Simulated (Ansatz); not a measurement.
# Work function of Zr(0001): what the settings cost and change

Aim: the work function of Zr(0001) across levels of theory at one geometry.

Calculated with Ansatz 0.2.0; plane-wave DFT, PBE, Ansatz PAW, in the first sound run; inputs show where later runs differ.

### 1. The structure

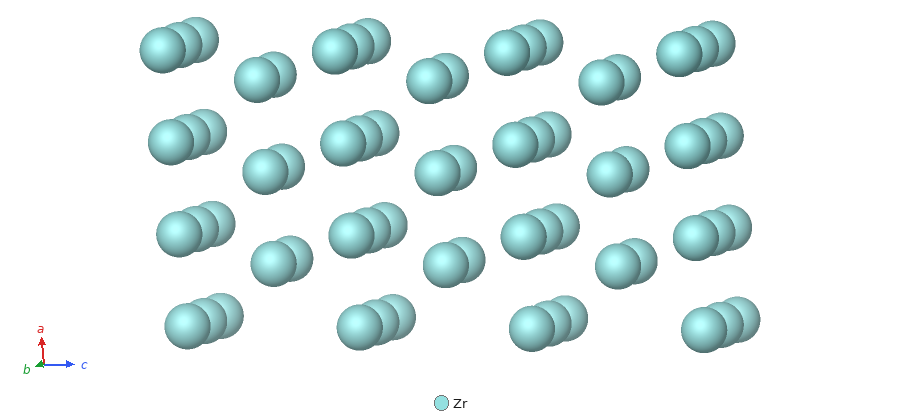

The starting structure, seen from the side, with the c axis across the page (zirconium light teal). 3×2×1 cells are drawn. Some periodic images of atoms are drawn too.

The cell holds 7 atoms: 7 Zr. Cell: a = 3.230 Å, b = 3.230 Å, c = 33.436 Å, α = 90.0°, β = 90.0°, γ = 60.0°. Vacuum lies along c.

### 2. Run, setting PBE, Ansatz PAW (420 eV)

A work function rests on the faint tail of the density, so the SCF threshold is tight. PBE on the default files comes first; the next runs keep the geometry and change functional or files, each at the cutoff that its files recommend; a relaxation and, for heavy metals, spin-orbit coupling close the ladder.

Input file input.yaml:

```yaml
crystal:
  lattice:
    - [3.23, 0.0, 0.0]
    - [1.615, 2.7972620542, 0.0]
    - [0.0, 0.0, 33.43617]
  atoms:
    - { symbol: Zr, position: [0.0, 0.0, 0.2691695849] }
    - { symbol: Zr, position: [0.6666666667, 0.6666666667, 0.3461130566] }
    - { symbol: Zr, position: [0.0, 0.0, 0.4230565283] }
    - { symbol: Zr, position: [0.6666666667, 0.6666666667, 0.5] }
    - { symbol: Zr, position: [0.0, 0.0, 0.5769434717] }
    - { symbol: Zr, position: [0.6666666667, 0.6666666667, 0.6538869434] }
    - { symbol: Zr, position: [0.0, 0.0, 0.7308304151] }
kpoints:
  mp_grid: { grid: [15, 15, 1] }
hamiltonian:
  xc: pbe
scf:
  occupations: { method: fermi_dirac, width: 0.1 }
  convergence: { dr2_threshold: 1.0e-09 }
efield:
  axis: 3
  dipole_correction: true
  ramp_position: 0.97
  ramp_width: 0.06
output:
  write_potential: true
  write_density: true
  volumetric_format: npy
  elf: true
```

Run with:

```console
$ ansatz run input.yaml --threads 4 --pin off --max-ram 6144MiB --backend cpu --events-out ev --progress --plain --runs-dir out
```

Numbers of over 12 decimals in the logs are rounded to 6 here.

What it wrote:

```text
Engine: ansatz 0.2.0, aarch64-unknown-linux-gnu
Pseudopotentials: kind: paw
Pseudopotential: Zr, paw, valence charge 12, recommended cutoff 420 eV (normal), Zr.paw.azcp
Functional definition: PBE
  parameter kappa = 0.804
  parameter beta = 0.066725
  exchange = pbe_x(kappa = kappa, mu = beta*pi^2/3)
  correlation = pbe_c(beta = beta)
Crystal: 7 atoms, lattice volume = 302.101 Å³
Basis set: ecut = 420 eV, 6027 PW (Γ)
Bands: 51, of which v1, the nominal top of the filled ones, is band 42 counted from 1 (41 counted from 0)
Symmetry: 6 space group operations
k-points: 27 of 225 (time reversal used)
Non-local potential: Zr, projectors of the file, l = 0: 3, l = 1: 2, l = 2: 2, l = 3: 2
PAW form: soft (Blöchl's): semilocal exchange-correlation on the pseudo side does not see the compensation charge
PAW one-centre angular grid: Zr, 590 points (default); XC on 64 Gauss nodes
Initial density: superposition of atomic densities (neutral atoms: chi_scale 0, normalization atom), corrected by the library's trained network
Initial wavefunctions: pseudopotential atomic-orbital guess
Functional: x = pbe(κ = 0.804, μ = 0.219515), c = pbe(β = 0.066725)
SCF iter   1: F=—  HF=-29285.134985 eV  |F-HF|=—  |Δ(HF+E_count)|=         —  Δρ=5.03e-3  dr2=3.03e0  ethr=1.77e-3  p=-0.000 e·Å  D=-9.87e-14 V/Å  ΔV_dip=0.00 eV  dr2_dipole=5.46e-7  V_vac-E_F(+/−)=4.16/4.16 eV  ⟨swp⟩=7.9  Hψ=5938  notcnv=0
efield: sawtooth ramp at fractional position 0.9700 (set: `efield.ramp_position`, or a place that a band, a saddle search or an elastic batch's reference lends), width 0.0600; the density the first Hamiltonian is built on has a dipole p = -0.000 e·Å; the dipole correction subtracts the counter field D = -9.87e-14 V/Å, which shifts the + side's vacuum level by +0.00 eV against the − side's; the planar-averaged density in the ramp window peaks in size at 3.3e-5 e/Å³
preconditioner: auto → LDOS  [metal: Δε(μ)=0.014 eV  Ē_g=2.402 eV  σ=0.100 eV  W_gap=0.03  n_scr=22 (ndim 8)  ℏωp=11.3 eV  f_vac=0.409  D(μ)=10.19/eV (n_scr^D=92)  β→1.0]
SCF iter   2: F=—  HF=-29285.113234 eV  |F-HF|=—  |Δ(HF+E_count)|=   2.18e-2  Δρ=9.86e-4  dr2=1.52e-2  ethr=1.77e-3  p=-0.000 e·Å  D=-8.84e-6 V/Å  ΔV_dip=0.00 eV  dr2_dipole=1.53e-6  V_vac-E_F(+/−)=4.15/4.15 eV  ⟨swp⟩=1.0  Hψ=1593  notcnv=0
SCF iter   3: F=—  HF=-29285.113899 eV  |F-HF|=—  |Δ(HF+E_count)|=   6.66e-4  Δρ=3.19e-4  dr2=1.55e-3  ethr=1.81e-5  p=-0.000 e·Å  D=-6.25e-6 V/Å  ΔV_dip=0.00 eV  dr2_dipole=2.38e-8  V_vac-E_F(+/−)=4.18/4.18 eV  ⟨swp⟩=2.3  Hψ=1789  notcnv=0
SCF iter   4: F=—  HF=-29285.113954 eV  |F-HF|=—  |Δ(HF+E_count)|=   5.49e-5  Δρ=1.04e-4  dr2=8.40e-5  ethr=1.85e-6  p=-0.000 e·Å  D=-4.01e-6 V/Å  ΔV_dip=0.00 eV  dr2_dipole=3.79e-9  V_vac-E_F(+/−)=4.18/4.18 eV  ⟨swp⟩=2.2  Hψ=1782  notcnv=0
SCF iter   5: F=—  HF=-29285.113980 eV  |F-HF|=—  |Δ(HF+E_count)|=   2.57e-5  Δρ=3.58e-5  dr2=6.67e-6  ethr=1.00e-7  p=-0.000 e·Å  D=-2.26e-6 V/Å  ΔV_dip=0.00 eV  dr2_dipole=1.91e-11  V_vac-E_F(+/−)=4.19/4.19 eV  ⟨swp⟩=2.3  Hψ=2104  notcnv=0
SCF iter   6: F=—  HF=-29285.113645 eV  |F-HF|=—  |Δ(HF+E_count)|=   3.34e-4  Δρ=1.33e-5  dr2=1.82e-6  ethr=7.94e-9  p=-0.000 e·Å  D=-1.10e-6 V/Å  ΔV_dip=0.00 eV  dr2_dipole=2.89e-11  V_vac-E_F(+/−)=4.19/4.19 eV  ⟨swp⟩=2.4  Hψ=2414  notcnv=0
SCF iter   7: F=—  HF=-29285.113646 eV  |F-HF|=—  |Δ(HF+E_count)|=   5.27e-7  Δρ=4.35e-6  dr2=1.17e-7  ethr=2.16e-9  p=-0.000 e·Å  D=-5.59e-7 V/Å  ΔV_dip=0.00 eV  dr2_dipole=7.59e-13  V_vac-E_F(+/−)=4.19/4.19 eV  ⟨swp⟩=2.1  Hψ=2088  notcnv=0
SCF iter   8: F=—  HF=-29285.113646 eV  |F-HF|=—  |Δ(HF+E_count)|=   8.17e-8  Δρ=1.48e-6  dr2=1.44e-8  ethr=1.40e-10  p=-0.000 e·Å  D=-2.45e-7 V/Å  ΔV_dip=0.00 eV  dr2_dipole=2.71e-12  V_vac-E_F(+/−)=4.19/4.19 eV  ⟨swp⟩=2.9  Hψ=2760  notcnv=0
SCF iter   9: F=—  HF=-29285.113646 eV  |F-HF|=—  |Δ(HF+E_count)|=   1.73e-9  Δρ=5.05e-7  dr2=3.67e-9  ethr=1.71e-11  p=-0.000 e·Å  D=-9.81e-8 V/Å  ΔV_dip=0.00 eV  dr2_dipole=8.78e-13  V_vac-E_F(+/−)=4.19/4.19 eV  ⟨swp⟩=3.1  Hψ=2865  notcnv=0
SCF iter  10: F=-29285.113646 eV  HF=-29285.113646 eV  |F-HF|=1.09e-11  |Δ(HF+E_count)|=  9.17e-10  Δρ=2.28e-7  dr2=4.73e-10  ethr=1.19e-12  p=-0.000 e·Å  D=-3.21e-8 V/Å  ΔV_dip=0.00 eV  dr2_dipole=6.20e-15  V_vac-E_F(+/−)=4.19/4.19 eV  ⟨swp⟩=4.0  Hψ=3038  notcnv=0
SCF 1 converged in 10 iterations: F = -29285.113646 eV  dr2 = 4.73e-10
  greatest PAW one-centre occupation: 0.996 electrons in one spin orbital (limit 2), on the Zr atom at site 0 (counted from 0), in its partial waves of l = 0
WARN: The output density's exchange-correlation potential varies sharply where the density is thin. Do not read a vacuum level from v_tot or v_xc, or from such a field of the output density. On a cell that repeats whose density bears no net charge and no dipole along the vacuum's axis use v_es (v_loc + v_h of the components); under efield.dipole_correction with no amplitude use v_es + v_field, which holds any externa [...]
SCF converged after 10 iterations
Free energy (F): -29285.113646 eV
Harris-Foulkes:  -29285.113646 eV  (|F-HF|=1.09e-11)
Internal energy: -29284.786441 eV  (E = F + TS)
E sigma→0 (E₀):  -29284.950044 eV
Entropy (-TS):   -0.327205 eV (-46.744 meV/atom)
Fermi energy:    5.705584 eV
Dipole field:    D = 0.000000 V/Å  (p = 0.000000 e·Å, saw-weighted, corrected)
Work function:   Φ+ = 4.1924 eV   Φ− = 4.1924 eV
Levels:          The Fermi level and band energies are counted from a zero that moves with the ramp; work functions are not
--- Per-component energies (eV) ---
  E_band       = -1372.861113
  E_kinetic    = 2323.486051
  E_local      = -89512.389671  (includes V_loc(G=0)·N_el)
  E_nonlocal   = 565.204711
  E_hartree    = 43572.656603
  E_xc         = -1127.016130
  E_vxc        = -1330.324534  (∫ρ·V_xc dr)
  E_paw        = -20679.031727  (= ΣΔE_a)
  E_vpaw       = -564.149555  (= ΣTr[D̂ρ^β])
  E_aug_tail   = 0.000172  (compensation charges beyond the density's cutoff)
  E_efield     = 0.000000  (sawtooth field / dipole correction)
  E_vefield    = 0.000000  (∫n·V_field dr)
  E_ewald      = 35572.303550
  E_smearing   = -0.327205  (= −TS)
  E_closure    = 0.000000  (closes the sum)
  Σ components = -29285.113646   (vs F -29285.113646, Δ=0.00e0)
--- Band table (eV; the first three rows and the last of 27) ---
  k-point 0: bands = [... 38 lower, 6.0020, 6.3969, 6.4064, 6.4493, 6.4493, 6.4753, 6.4753, 6.5867, ... 5 higher]
  k-point 1: bands = [... 38 lower, 5.9543, 6.1785, 6.2653, 6.2777, 6.3884, 6.4060, 6.5128, 6.5413, ... 5 higher]
  k-point 2: bands = [... 38 lower, 5.7342, 5.8236, 5.9038, 5.9654, 6.0543, 6.1197, 6.3161, 6.5382, ... 5 higher]
  k-point 26: bands = [... 38 lower, 4.6163, 4.9546, 4.9549, 5.7034, 5.7437, 5.7727, 5.8439, 5.8444, ... 5 higher]
```

Run time: 37 s. Hardware: 4 threads of Arm Neoverse N1, shared host; peak memory 0.9 GiB.

This step gave:

```yaml
energy_at_zero_smearing: -29284.9500 eV
work_function_upper_face: 4.192 eV
```

Running mean over 2.573 Å of the planar mean; the ramp of the sawtooth is left out. The electron's electrostatic potential energy less the Fermi level by z:

```
z (Å)  electron's electrostatic potential energy less the Fermi level (eV)
    4                                                                 4.19
    6                                                                 3.93
    8                                                                -5.13
   10                                                                -8.32
   12                                                                -8.36
   14                                                                -8.38
   16                                                                -8.42
   18                                                                -8.41
   20                                                                -8.38
   22                                                                -8.32
   24                                                                -8.44
   26                                                               -0.492
   28                                                                 4.11
   30                                                                 4.19
```

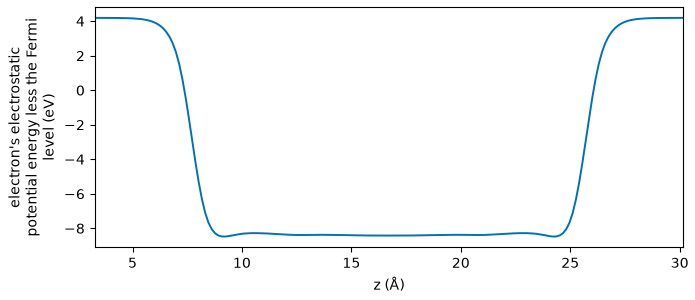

Electron's electrostatic potential energy less the Fermi level, plotted against z.

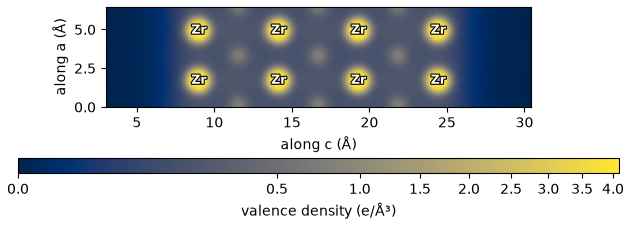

Valence density in the ca plane at fractional y = 0.000, with atoms of Zr within 0.2 Å of it. It is the smooth field of the valence electrons, not physical close to the nuclei. The map starts off the cell's origin, so that atoms lie inside it. The colour scale is stretched toward low values. The far vacuum is left out of the map.

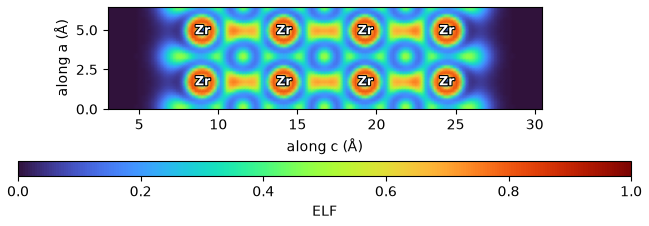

ELF in the ca plane at fractional y = 0.000, with atoms of Zr within 0.2 Å of it. It is the smooth field of the valence electrons, not physical close to the nuclei. The map starts off the cell's origin, so that atoms lie inside it. The far vacuum is left out of the map.

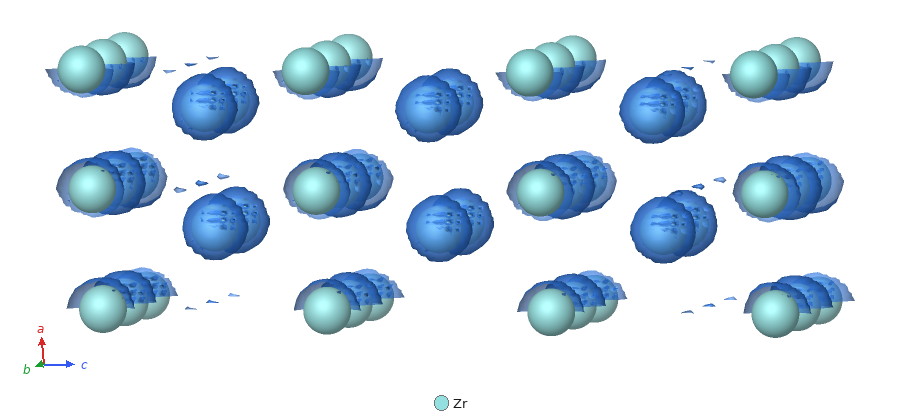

Surface of ELF = 0.74. 2×2×1 cells are drawn.

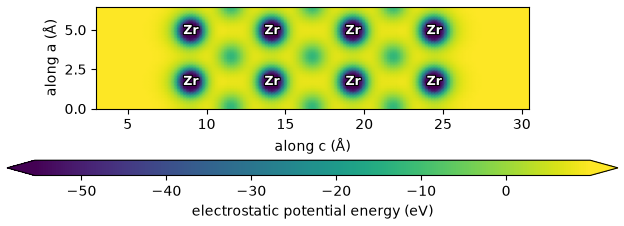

Electrostatic potential energy in the ca plane at fractional y = 0.000, with atoms of Zr within 0.2 Å of it. With pseudopotentials it is smooth inside the atoms' cores, unlike the true potential. The map starts off the cell's origin, so that atoms lie inside it. The far vacuum is left out of the map.

The work function is 4.192 eV.

### 3. Run

This step: plane-wave DFT, LDA, Ansatz PAW (Ansatz 0.2.0).

input.yaml, as its differences from that of step 2:

```diff
@@ -16,3 +16,3 @@
 hamiltonian:
-  xc: pbe
+  xc: lda
 scf:
@@ -29,2 +29 @@
   volumetric_format: npy
-  elf: true
```

What it wrote:

```text
[...]
Crystal: 7 atoms, lattice volume = 302.101 Å³
Basis set: ecut = 420 eV, 6027 PW (Γ)
Bands: 51, of which v1, the nominal top of the filled ones, is band 42 counted from 1 (41 counted from 0)
Symmetry: 6 space group operations
k-points: 27 of 225 (time reversal used)
[...]
k-point 0: bands = [... 38 lower, 5.7577, 6.1377, 6.1777, 6.1777, 6.2032, 6.2032, 6.2172, 6.3152, ... 5 higher]
  k-point 1: bands = [... 38 lower, 5.6969, 5.9627, 6.0002, 6.0136, 6.1302, 6.1438, 6.2698, 6.2718, ... 5 higher]
  k-point 2: bands = [... 38 lower, 5.5026, 5.5651, 5.6532, 5.7049, 5.8308, 5.8656, 6.0566, 6.2779, ... 5 higher]
  k-point 26: bands = [... 38 lower, 4.3995, 4.7149, 4.7149, 5.4886, 5.5186, 5.5478, 5.6107, 5.6112, ... 5 higher]
[key lines of the parts left out:]
SCF converged after 10 iterations
Free energy (F): -28540.020638 eV
Fermi energy:    5.462723 eV
Dipole field:    D = -0.000000 V/Å  (p = -0.000000 e·Å, saw-weighted, corrected)
Work function:   Φ+ = 4.3983 eV   Φ− = 4.3983 eV
```

It took 38 s on 4 threads; peak memory 0.89 GiB.

The work function is 4.398 eV, +0.206 eV from the run “PBE, Ansatz PAW (420 eV)”, at 1.0 times its CPU time.

### 4. Run

This step: plane-wave DFT, PBEsol, Ansatz PAW (Ansatz 0.2.0).

input.yaml, as its differences from that of step 3:

```diff
@@ -16,3 +16,3 @@
 hamiltonian:
-  xc: lda
+  xc: pbesol
 scf:
```

What it wrote:

```text
[...]
Crystal: 7 atoms, lattice volume = 302.101 Å³
Basis set: ecut = 420 eV, 6027 PW (Γ)
Bands: 51, of which v1, the nominal top of the filled ones, is band 42 counted from 1 (41 counted from 0)
Symmetry: 6 space group operations
k-points: 27 of 225 (time reversal used)
[...]
k-point 0: bands = [... 38 lower, 5.8963, 6.2891, 6.3108, 6.3376, 6.3376, 6.3642, 6.3642, 6.4744, ... 5 higher]
  k-point 1: bands = [... 38 lower, 5.8474, 6.0777, 6.1550, 6.1672, 6.2782, 6.2979, 6.4088, 6.4299, ... 5 higher]
  k-point 2: bands = [... 38 lower, 5.6296, 5.7135, 5.7948, 5.8574, 5.9519, 6.0105, 6.2071, 6.4306, ... 5 higher]
  k-point 26: bands = [... 38 lower, 4.5117, 4.8509, 4.8511, 5.6072, 5.6424, 5.6734, 5.7425, 5.7430, ... 5 higher]
[key lines of the parts left out:]
SCF converged after 10 iterations
Free energy (F): -28898.446399 eV
Fermi energy:    5.599086 eV
Dipole field:    D = 0.000000 V/Å  (p = 0.000000 e·Å, saw-weighted, corrected)
Work function:   Φ+ = 4.2687 eV   Φ− = 4.2687 eV
```

Run time: 41 s. Hardware: 4 threads; peak memory 0.91 GiB.

The work function is 4.269 eV, +0.076 eV from the run “PBE, Ansatz PAW (420 eV)”, at 1.0 times its CPU time.

### 5. Slab

This step: plane-wave DFT, RPBE, Ansatz PAW (Ansatz 0.2.0).

input.yaml, as its differences from that of step 4:

```diff
@@ -16,3 +16,3 @@
 hamiltonian:
-  xc: pbesol
+  xc: rpbe
 scf:
```

What it wrote:

```text
[...]
Crystal: 7 atoms, lattice volume = 302.101 Å³
Basis set: ecut = 420 eV, 6027 PW (Γ)
Bands: 51, of which v1, the nominal top of the filled ones, is band 42 counted from 1 (41 counted from 0)
Symmetry: 6 space group operations
k-points: 27 of 225 (time reversal used)
[...]
k-point 0: bands = [... 38 lower, 6.1085, 6.4911, 6.5047, 6.5608, 6.5608, 6.5872, 6.5872, 6.6979, ... 5 higher]
  k-point 1: bands = [... 38 lower, 6.0656, 6.2704, 6.3754, 6.3873, 6.4965, 6.5148, 6.6086, 6.6527, ... 5 higher]
  k-point 2: bands = [... 38 lower, 5.8337, 5.9325, 6.0091, 6.0782, 6.1523, 6.2258, 6.4252, 6.6475, ... 5 higher]
  k-point 26: bands = [... 38 lower, 4.7137, 5.0585, 5.0589, 5.7958, 5.8395, 5.8697, 5.9404, 5.9409, ... 5 higher]
[key lines of the parts left out:]
SCF converged after 10 iterations
Free energy (F): -29333.035685 eV
Fermi energy:    5.808701 eV
Dipole field:    D = -0.000000 V/Å  (p = -0.000001 e·Å, saw-weighted, corrected)
Work function:   Φ+ = 4.0707 eV   Φ− = 4.0707 eV
```

It took 38 s on 4 threads; peak memory 0.9 GiB.

The work function is 4.071 eV, -0.122 eV from the run “PBE, Ansatz PAW (420 eV)”, at 0.99 times its CPU time.

### 6. Slab

This step: plane-wave DFT, r2SCAN, Ansatz PAW (Ansatz 0.2.0).

input.yaml, as its differences from that of step 5:

```diff
@@ -16,3 +16,3 @@
 hamiltonian:
-  xc: rpbe
+  xc: r2scan
 scf:
```

What it wrote:

```text
[...]
Crystal: 7 atoms, lattice volume = 302.101 Å³
Basis set: ecut = 500 eV, 7627 PW (Γ), exchange–correlation on 96×96×1000 points (64 copies of the dense FFT grid, shifted against one another)
Bands: 51, of which v1, the nominal top of the filled ones, is band 42 counted from 1 (41 counted from 0)
Symmetry: 6 space group operations
[...]
k-point 0: bands = [... 38 lower, 6.0303, 6.2895, 6.4772, 6.5592, 6.5592, 6.5864, 6.5864, 6.6335, ... 5 higher]
  k-point 1: bands = [... 38 lower, 5.9911, 6.1056, 6.3468, 6.3502, 6.4155, 6.4798, 6.5336, 6.6562, ... 5 higher]
  k-point 2: bands = [... 38 lower, 5.6809, 5.8735, 5.8913, 6.0186, 6.0489, 6.1762, 6.3931, 6.6304, ... 5 higher]
  k-point 26: bands = [... 38 lower, 4.5013, 4.8881, 4.8886, 5.6050, 5.6839, 5.7179, 5.8159, 5.8164, ... 5 higher]
[key lines of the parts left out:]
SCF converged after 12 iterations
Free energy (F): -29363.216166 eV
Fermi energy:    5.699866 eV
Dipole field:    D = -0.000000 V/Å  (p = -0.000000 e·Å, saw-weighted, corrected)
Work function:   Φ+ = 4.2687 eV   Φ− = 4.2687 eV
```

The job ended after 88 s (4 threads; peak memory 1.5 GiB; 4.4 min of CPU time).

The work function is 4.269 eV, +0.076 eV from the run “PBE, Ansatz PAW (420 eV)”, at 2.3 times its CPU time.

### 7. Run

This step: plane-wave DFT, PBE, JTH PAW (Ansatz 0.2.0).

input.yaml, as its differences from that of step 6:

```diff
@@ -16,3 +16,4 @@
 hamiltonian:
-  xc: r2scan
+  xc: pbe
+  pseudopotentials: { kind: paw, source: jth }
 scf:
```

What it wrote:

```text
[...]
k-point 0: bands = [... 38 lower, 5.9174, 6.3128, 6.3184, 6.3653, 6.3653, 6.3914, 6.3914, 6.5025, ... 5 higher]
  k-point 1: bands = [... 38 lower, 5.8698, 6.0919, 6.1813, 6.1934, 6.3039, 6.3214, 6.4268, 6.4572, ... 5 higher]
  k-point 2: bands = [... 38 lower, 5.6484, 5.7396, 5.8187, 5.8810, 5.9684, 6.0352, 6.2317, 6.4538, ... 5 higher]
  k-point 26: bands = [... 38 lower, 4.5302, 4.8690, 4.8693, 5.6170, 5.6577, 5.6866, 5.7585, 5.7590, ... 5 higher]
[key lines of the parts left out:]
SCF converged after 12 iterations
Free energy (F): -29256.826680 eV
Fermi energy:    5.620377 eV
Dipole field:    D = 0.000001 V/Å  (p = 0.000001 e·Å, saw-weighted, corrected)
Work function:   Φ+ = 4.1936 eV   Φ− = 4.1936 eV
```

The job ended after 2.2 min (4 threads; peak memory 2.4 GiB; 7 min of CPU time).

The work function is 4.194 eV, +0.001 eV from the run “PBE, Ansatz PAW (420 eV)”, at 3.7 times its CPU time.

### 8. Run

This step: plane-wave DFT, PBE, norm-conserving (Ansatz 0.2.0).

input.yaml, as its differences from that of step 7:

```diff
@@ -17,3 +17,3 @@
   xc: pbe
-  pseudopotentials: { kind: paw, source: jth }
+  pseudopotentials: { kind: nc }
 scf:
```

What it wrote:

```text
[...]
Crystal: 7 atoms, lattice volume = 302.101 Å³
Basis set: ecut = 897.975746 eV, 18409 PW (Γ)
Bands: 51, of which v1, the nominal top of the filled ones, is band 42 counted from 1 (41 counted from 0)
Symmetry: 6 space group operations
k-points: 27 of 225 (time reversal used)
[...]
k-point 0: bands = [... 38 lower, 6.0651, 6.4603, 6.4696, 6.5125, 6.5125, 6.5385, 6.5385, 6.6500, ... 5 higher]
  k-point 1: bands = [... 38 lower, 6.0173, 6.2417, 6.3286, 6.3409, 6.4517, 6.4692, 6.5759, 6.6045, ... 5 higher]
  k-point 2: bands = [... 38 lower, 5.7972, 5.8869, 5.9668, 6.0284, 6.1174, 6.1832, 6.3795, 6.6014, ... 5 higher]
  k-point 26: bands = [... 38 lower, 4.6789, 5.0180, 5.0183, 5.7672, 5.8072, 5.8362, 5.9069, 5.9074, ... 5 higher]
[key lines of the parts left out:]
SCF converged after 13 iterations
Free energy (F): -9638.263014 eV
Fermi energy:    5.768622 eV
Dipole field:    D = -0.000000 V/Å  (p = -0.000001 e·Å, saw-weighted, corrected)
Work function:   Φ+ = 4.1932 eV   Φ− = 4.1928 eV
```

Wall time 2.2 min (4 threads); peak memory 1.9 GiB; 7.2 min of CPU time.

The work function is 4.193 eV, +0.001 eV from the run “PBE, Ansatz PAW (420 eV)”, at 3.8 times its CPU time.

(Part 1 of 2 ends here.)

[Logs are printed without paths, hosts, clocks, repeated set-up lines and the standing remarks that a program may print on its own settings, such as how far it seeks lower states.]

[Hosts, paths, dates, database ids (printed as entryN), source tags and the programs' standing remarks are cut or masked in the printed files.]

[Maps of the electrostatic potential energy from Ansatz leave out the sawtooth potential of an applied field or a dipole correction, so their vacuum need not be flat; planar profiles and work functions include it.]
